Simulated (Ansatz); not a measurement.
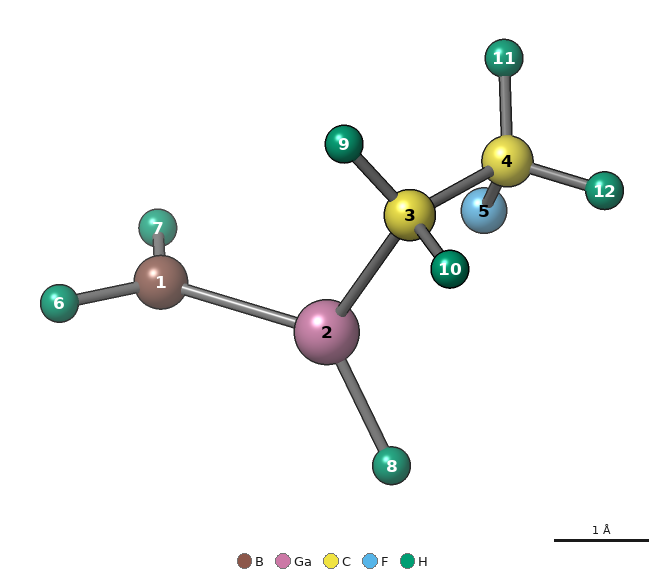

Orthographic view. Atoms fade into the background with distance from the viewer. The geometry was computed by an optimisation with PBE-D4/def2-SVP. No frequency run is at hand to confirm it as a minimum.

Write a Z-matrix (Å, degrees) in the order of the atom numbers, with these reference atoms: 2 to 1; 3 to 2, 1; 4 to 3, 2, 1; 5 to 4, 3, 2; 6 to 1, 2, 3; 7 to 1, 6, 2; 8 to 2, 3, 4; 9 to 3, 4, 5; 10 to 3, 9, 4; 11 to 4, 5, 2; 12 to 4, 11, 5.

```
B  
Ga   1   2.065
C    2   2.049   1   120.5
C    3   1.504   2    97.5   1  -100.9
F    4   1.469   3   107.7   2     5.1
H    1   1.220   2   121.9   3   -86.2
H    1   1.220   6   115.7   2  -178.8
H    2   1.589   3   112.8   4    87.8
H    3   1.106   4   113.3   5  -113.1
H    3   1.107   9   109.5   4   127.4
H    4   1.109   5   104.3   2  -127.3
H    4   1.109  11   109.6   5   111.4
```
